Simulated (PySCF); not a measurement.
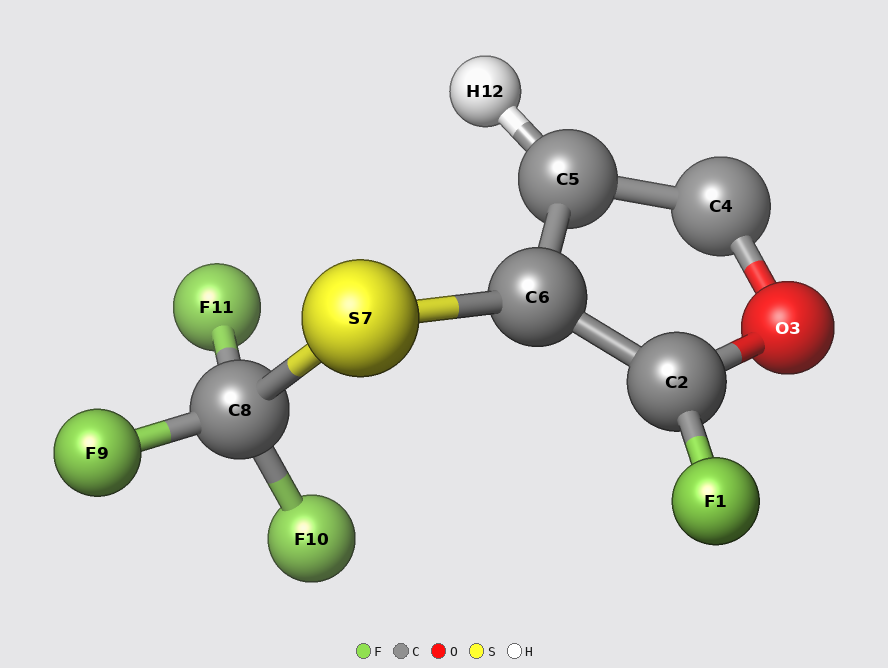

Charge 0, doublet. Computed geometry: GFN2-xTB optimisation. No frequency run is at hand to confirm it as a minimum. Method: UKS B3LYP, pcH-1 on C F H O S, non-relativistic (PySCF 2.14.0). Fermi-contact and spin-dipolar terms alone, no spin-orbit part.

Which nucleus has the largest dipolar (anisotropic) hyperfine coupling?

Answer. 13C at C4: principal values −77.2, −50.6, 127.8 MHz.

List the isotropic and dipolar parts for the most strongly coupled nuclei, one of each equivalent set.

```json
{"atom": "C4", "isotope": "13C", "a_iso (MHz)": "676.7", "dipolar part (MHz)": "−77.2, −50.6, 127.8"}
{"atom": "F1", "isotope": "19F", "a_iso (MHz)": "1.3", "dipolar part (MHz)": "−28.8, −9.1, 38.0"}
{"atom": "C5", "isotope": "13C", "a_iso (MHz)": "56.3", "dipolar part (MHz)": "−23.9, −4.2, 28.1"}
{"atom": "H12", "isotope": "1H", "a_iso (MHz)": "10.9", "dipolar part (MHz)": "−7.7, −4.7, 12.4"}
{"atom": "O3", "isotope": "17O", "a_iso (MHz)": "−130.6", "dipolar part (MHz)": "−11.8, 5.6, 6.2"}
{"atom": "C2", "isotope": "13C", "a_iso (MHz)": "39.8", "dipolar part (MHz)": "−11.0, −0.5, 11.5"}
{"atom": "C6", "isotope": "13C", "a_iso (MHz)": "32.4", "dipolar part (MHz)": "−4.4, −4.0, 8.5"}
{"atom": "S7", "isotope": "33S", "a_iso (MHz)": "0.7", "dipolar part (MHz)": "−3.7, −2.8, 6.5"}
```
